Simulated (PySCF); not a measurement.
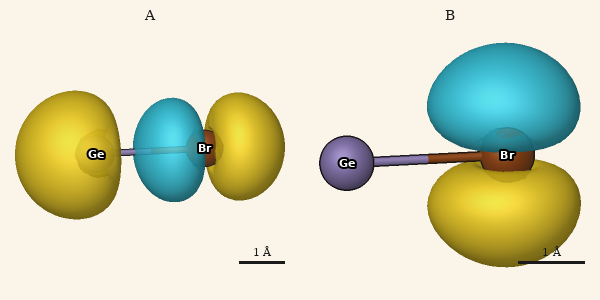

GeBr (charge −1, triplet). Two frontier β-spin orbitals, each drawn at the value that holds 80 % of its norm (yellow and cyan are the two phases), in no order; of a degenerate pair one member is drawn.

Method: PBE0/def2-TZVPPD, non-relativistic Hamiltonian with scalar-relativistic core potentials where named, at a bond length of 2.536 Å (PySCF 2.14.0).

Question: Label each orbital by symmetry, say whether it is occupied, and order them by energy.

Answer: Orbital B: π, occupied in this spin, −3.00 eV; mainly on Br (95 %).
Orbital A: σ, occupied in this spin, −2.75 eV; shared between the atoms (Ge 50 %, Br 50 %).
